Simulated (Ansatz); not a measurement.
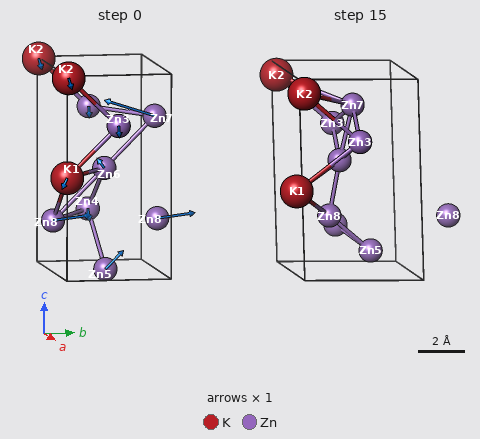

The structure of solid KZn₃ (built on the Cu3Au (L1_2)_221 type) (coarse preliminary run) before (left) and after (right) a relaxation, at one scale. The blue arrows give the displacements (the part carried along by the change of the cell is left out), at their true length.

Style: ball-and-stick. Shown: the cell of the calculation, slightly off an axis.

Method: DFT PBE, scalar-relativistic, plane waves, PAW (Ansatz).

Input file:
```yaml
crystal:
  lattice:
    - [-4.7325282586, -0.0134390361, -0.0345577039]
    - [-0.0345577039, 0.0719704848, -4.7748004657]
    - [-0.0268780722, -9.23767412, 0.1439409697]
  atoms:
    - { symbol: K, position: [0.9665243002, 0.0106607923, 0.4998422788] }
    - { symbol: K, position: [1.0079602167, 1.0108960415, -0.0091521013] }
    - { symbol: Zn, position: [-0.0006731692, 0.4944092831, 0.7523680992] }
    - { symbol: Zn, position: [0.0125094394, 0.4835587278, 0.2544811519] }
    - { symbol: Zn, position: [0.5135164029, 0.5083546845, 1.0068109954] }
    - { symbol: Zn, position: [0.5096168118, 0.4977529625, 0.5002075369] }
    - { symbol: Zn, position: [0.4851886595, 0.9868763708, 0.7466487491] }
    - { symbol: Zn, position: [0.5053573386, 1.0074911375, 0.2487932901] }
basis:
  ecutwfc: 420
kpoints:
  mp_grid: { grid: [6, 6, 4] }
hamiltonian:
  xc: pbe
scf:
  occupations: { method: gaussian, width: 0.1 }
output:
  forces: true
  stress: true
  eigenvalues: true
relax:
  adjacent_minimum: "off"
  f_tol: 0.015
  max_steps: 120
  cell: { stress_tol: 0.15 }
```

Command:
```bash
ansatz run input.yaml --threads 1 --pin off --max-ram 2560MiB --backend cpu --events-out ev --progress --plain --runs-dir out
```

Q: What changed between the two?

A: The run was cut off at its time limit before the relaxation converged, so the last structure is only a point on the way. Over 15 geometry steps the energy falls by 184 meV per atom. The largest force component goes from 0.43 to 0.044 eV/Å. Pressure: −0.23 GPa at the start and 0.14 GPa at the end. Zn7 moves most relative to the cell: 2.51 Å roughly along [0 −3 1]. By element the largest moves are Zn 2.51 Å, K 0.60 Å. The volume changes by +6.5 %, with a 4.733 → 4.491 Å (−5.1 %), b 4.775 → 5.470 Å (+14.5 %), c 9.239 → 9.076 Å (−1.8 %), α 91.8° → 94.8°, β 89.7° → 89.9°, γ 89.2° → 90.0°. Among the contacts that change: K2–Zn7 5.771 → 3.785 Å, K2–Zn7 (another image) 5.728 → 3.791 Å, K1–Zn7 3.220 → 4.802 Å, K1–Zn5 5.540 → 4.033 Å. Bonds break: K1–Zn7 (3.22 → 4.80 Å). Bond angles that change, for instance: K1–Zn6–K1 176.5° → 148.9°, K1–Zn6–K1 173.7° → 148.9°, K1–Zn6–K1 87.9° → 72.3°. The space group stays P1 (No. 1).
